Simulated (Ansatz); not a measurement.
Consider C₄H₇B.

The calculation's input:

```
basis:
  gaussian: {orbitals: def2-TZVPD}
crystal:
  periodic: [false, false, false]
  atoms:
    - {symbol: C, position_ang: [0.512420, 1.165600, 0.156810]}
    - {symbol: C, position_ang: [0.406090, -0.035953, -0.461648]}
    - {symbol: C, position_ang: [1.021850, -1.186704, 0.268537]}
    - {symbol: C, position_ang: [1.609943, -0.593054, 1.557227]}
    - {symbol: B, position_ang: [1.272546, 0.945489, 1.479877]}
    - {symbol: H, position_ang: [1.565006, 1.774483, 2.311651]}
    - {symbol: H, position_ang: [0.100895, 2.079445, -0.279831]}
    - {symbol: H, position_ang: [-0.089062, -0.193418, -1.429283]}
    - {symbol: H, position_ang: [1.780329, -1.680286, -0.366190]}
    - {symbol: H, position_ang: [0.263234, -1.967707, 0.459222]}
    - {symbol: H, position_ang: [1.186238, -1.049655, 2.469218]}
    - {symbol: H, position_ang: [2.698723, -0.757438, 1.643515]}
output: {forces: true, orbitals: {seedname: orbitals}}
magnetization: {spin_polarized: false}
hamiltonian: {xc: {name: PBE0}}
```

Launched as:

```sh
ansatz run input.yaml --threads 2 --pin off --max-ram 4350MiB --events-out events.jsonl --progress --plain --runs-dir runs
```

Geometry: PBE0-D3(BJ)/def2-SVP.

These are results of Ansatz, isolated molecule in a Gaussian basis; Kohn-Sham density functional theory, functional PBE0, not measurements.

Question: What can the converged electron density and electron localisation function tell about the bonding?

Answer: C–C (1.36 Å): ρ at the midpoint is about 2.3 e/Å³; the ELF peaks at about 0.95 between the atoms: a covalent bond.
C–B (1.54 Å): ρ is about 1.5 e/Å³ halfway; the ELF peaks at about 0.95 between the atoms; localised, covalent bonding.
C–H (1.09 Å): ρ is about 2 e/Å³ halfway; the ELF climbs to about 1 towards the hydrogen, as it does in any bond to H (a covalent bond by its length).
C–C (1.50 Å): the density is about 1.8 e/Å³ at the midpoint; the ELF peaks at about 0.95 between the atoms; localised, covalent bonding.

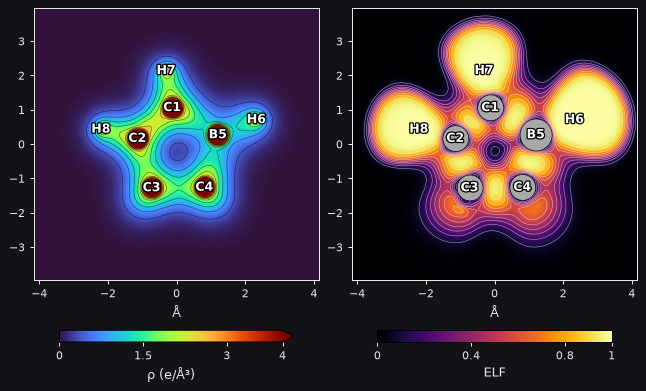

Computed electron density and electron localisation function on the plane of atoms C1, C2 and H8, in this order. Grey discs cover the atomic cores in the ELF map. 
